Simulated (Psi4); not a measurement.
**HBS (hydrogen boron sulfide): PBE/cc-pVTZ (ints tolerance 1e-10, sweep point 5)**

What is the vertical singlet–triplet gap of HBS (hydrogen boron sulfide) at PBE/cc-pVTZ (ints tolerance 1e-10, sweep point 5)? 

Program for the calculation: Psi4 1.11.

**1. The structure to begin with**

The species is HBS (3 atoms), meant as a singlet with charge 0. As SMILES, `B=S`. Geometry: relaxed at GFN2-xTB.

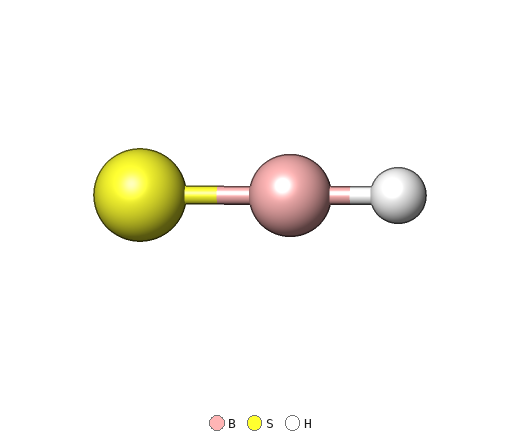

Viewed from a chosen angle; boron pink, sulfur yellow, hydrogen white.

**2. A single-point energy at PBE/cc-pVTZ (ints tolerance 1e-10, sweep point 5)**

Contents of bhs.dat:

```
memory 1.6 GB

molecule {
  0 1
  B     -0.041030    -0.016100     0.142540
  S      0.395320     0.146510    -1.379660
  H     -0.354300    -0.130410     1.237110
  symmetry c1
}

set puream true
set scf_type direct
set dft_radial_points 99
set dft_spherical_points 590
set ints_tolerance 1e-10
set maxiter 60

e = energy("pbe/cc-pVTZ")
print_variables()
```

Launch:

```sh
psi4 -i bhs.dat -o bhs.out -n 1
```

bhs.out:

```text
[...]
  Running in c1 symmetry.
[...]
  Nuclear repulsion =   32.001458659151062
[...]
  Multiplicity = 1
[...]
  Nalpha       = 11
  Nbeta        = 11
[...]
    Number of basis functions: 78
[...]
   @DF-RKS iter   1:  -423.28300899434811   -1.73024e-01   6.90421e-03 ADIIS/DIIS
[...]
   @RKS iter  10:  -423.45813042393070   -7.24833e-09   1.60026e-07 DIIS
[...]
    Orbital Energies [Eh]
    ---------------------
    Doubly Occupied:
       1A    -88.081344     2A     -7.682741     3A     -6.559668
       4A     -5.701463     5A     -5.701463     6A     -5.701108
       7A     -0.667314     8A     -0.437501     9A     -0.343234
      10A     -0.272741    11A     -0.272741
[...]
  @RKS Final Energy:  -423.45813042393070
   => Energetics <=
    Nuclear Repulsion Energy =             32.0014586591510621
    One-Electron Energy =                -646.9099825936198158
    Two-Electron Energy =                 221.3008990723913882
    DFT Exchange-Correlation Energy =     -29.8505055618533142
    Empirical Dispersion Energy =           0.0000000000000000
    VV10 Nonlocal Energy =                  0.0000000000000000
    Total Energy =                       -423.4581304239306974
[...]
 Multipole Moments:
 ------------------------------------------------------------------------------------
     Multipole            Electronic (a.u.)      Nuclear  (a.u.)        Total (a.u.)
 ------------------------------------------------------------------------------------
 L = 1.  Multiply by 2.5417464519 to convert [e a0] to [Debye]
 Dipole X            :          0.5595139           -1.0368395           -0.4773255
 Dipole Y            :          0.0560407           -0.1057839           -0.0497432
 Dipole Z            :         -0.0000000            0.0000000           -0.0000000
 Magnitude           :                                                    0.4799105
[...]
```

It took 7.2 s on 1 thread of Intel Xeon 6975P-C (Granite Rapids), shared host; peak memory 0.69 GiB.

**3. The triplet at the same level**

Contents of input.in:

```
memory 1600 MB

molecule mol {
  0 3
  B     -0.041030    -0.016100     0.142540
  S      0.395320     0.146510    -1.379660
  H     -0.354300    -0.130410     1.237110
  symmetry c1
}

set {
  basis cc-pVTZ
  reference uks
  puream true
  scf_type direct
  dft_radial_points 99
  dft_spherical_points 590
  ints_tolerance 1e-10
  maxiter 150
}

E = energy('pbe')
```

Launch:

```sh
psi4 -i input.in -o input.out -n 1
```

input.out:

```text
[...]
  Running in c1 symmetry.
[...]
  Nuclear repulsion =   32.001458659151062
[...]
  Multiplicity = 3
[...]
  Nalpha       = 12
  Nbeta        = 10
[...]
    Number of basis functions: 78
[...]
   @DF-UKS iter   1:  -423.10229535453476    7.68952e-03   6.89442e-03 DIIS/ADIIS
[...]
   @UKS iter  11:  -423.28766909751113   -1.93073e-08   3.23245e-07 DIIS
[...]
   @S^2 Observed:                2.007982683E+00
[...]
    Orbital Energies [Eh]
    ---------------------
    Alpha Occupied:
       1A    -88.137053     2A     -7.736735     3A     -6.528315
       4A     -5.765065     5A     -5.752383     6A     -5.751427
       7A     -0.724708     8A     -0.430004     9A     -0.361035
      10A     -0.343893    11A     -0.306499    12A     -0.111746
    Alpha Virtual:
      13A     -0.080764    14A      0.024217    15A      0.094806
      16A      0.128984    17A      0.132484    18A      0.148164
      19A      0.149950    20A      0.223958    21A      0.226809
      22A      0.257352    23A      0.278513    24A      0.319669
      25A      0.320676    26A      0.340505    27A      0.421663
[...]
  @UKS Final Energy:  -423.28766909751113
   => Energetics <=
    Nuclear Repulsion Energy =             32.0014586591510621
    One-Electron Energy =                -646.0831918740789206
    Two-Electron Energy =                 220.6717396795287982
    DFT Exchange-Correlation Energy =     -29.8776755621120422
    Empirical Dispersion Energy =           0.0000000000000000
    VV10 Nonlocal Energy =                  0.0000000000000000
    Total Energy =                       -423.2876690975111273
[...]
 Multipole Moments:
 ------------------------------------------------------------------------------------
     Multipole            Electronic (a.u.)      Nuclear  (a.u.)        Total (a.u.)
 ------------------------------------------------------------------------------------
 L = 1.  Multiply by 2.5417464519 to convert [e a0] to [Debye]
 Dipole X            :          1.2747014           -1.0368395            0.2378619
 Dipole Y            :          0.1317055           -0.1057839            0.0259216
 Dipole Z            :         -0.0000000            0.0000000           -0.0000000
 Magnitude           :                                                    0.2392701
[...]
```

Run time: 10 s. Hardware: 1 thread of Intel Xeon 6975P-C (Granite Rapids), shared host; peak memory 0.69 GiB.

**4. Outcome**

At PBE/cc-pVTZ (ints tolerance 1e-10, sweep point 5):

```
                                        quantity          value
                           singlet: total energy  -423.45813 Eh
                          singlet: dipole moment         1.22 D
                            singlet: HOMO energy       -7.42 eV
                            singlet: LUMO energy       -2.07 eV
                          singlet: HOMO–LUMO gap        5.35 eV
                           triplet: total energy  -423.28767 Eh
                          triplet: dipole moment         0.61 D
     triplet: HOMO energy (highest over α and β)       -3.04 eV
                                   triplet: ⟨S²⟩          2.008
vertical energy of the triplet above the singlet       4.638 eV
```

In words: At this shape the triplet lies 4.64 eV (107 kcal/mol) above the singlet.
